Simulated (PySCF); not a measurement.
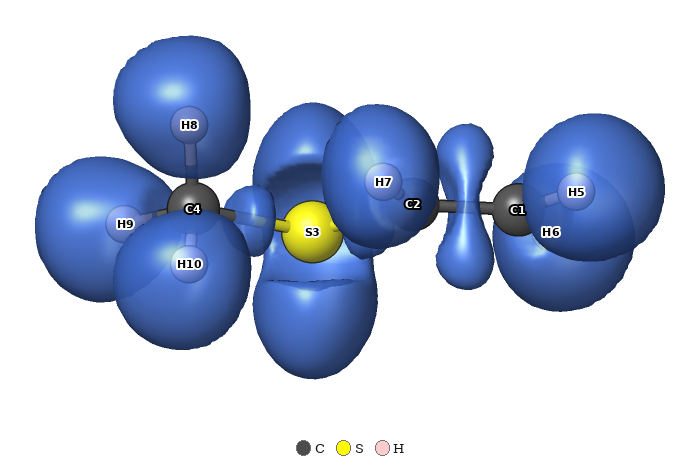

The picture shows: C3H6S (SMILES C=CSC). Isosurface of the ELF at 0.8 (blue), seen from one side. Only the valence region is drawn (cores and ρ < 0.01 e/Å³ removed).

Geometry: PBE0-D3(BJ)/def2-SVP.

Level of theory: PySCF, PBE0/pcSseg-1, SCF density, in a chloroform solvent model, non-relativistic.

```xyz
10

C     2.0250   -0.0009    0.9543
C     0.8211   -0.0722    0.3780
S    -0.6847    0.3546    1.1649
C    -1.8602    0.0152   -0.1611
H     2.9193   -0.2855    0.3960
H     2.1579    0.3379    1.9855
H     0.7200   -0.4163   -0.6579
H    -1.8459   -1.0456   -0.4505
H    -2.8556    0.2567    0.2361
H    -1.6701    0.6487   -1.0396
```

Identify the bonds, lone pairs and shells in this picture.

Answer. The surface consists of one region between bonded C–C atoms (shared pairs), two regions between bonded C–S atoms (shared pairs), six regions around hydrogen nuclei and one lobe on S, pointing away from the bonds (lone pairs, which may merge into one lobe).

Values along the shortest contacts:
C–C (1.34 Å): the ELF peaks at about 0.95 between the atoms: a short, multiple covalent bond. C–S (1.75 Å): the ELF peaks at about 0.95 between the atoms (localised, covalent bonding).
